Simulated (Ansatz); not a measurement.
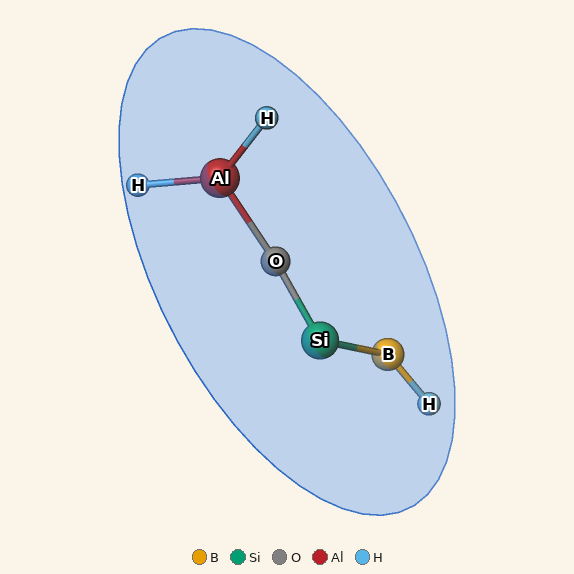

All proper rotation axes (lines) and mirror planes (discs) of the structure are drawn in. Atoms fade into the background with distance from the viewer. Charge +1, singlet. The geometry was computed by an optimisation with PBE-D4/def2-SVP. No frequency run is at hand to confirm it as a minimum.

Name the symmetry elements and the point group.

Answer. It has 1 mirror plane. Point group Cs. The group has 2 operations. The geometry is achiral, and symmetry allows a dipole moment.
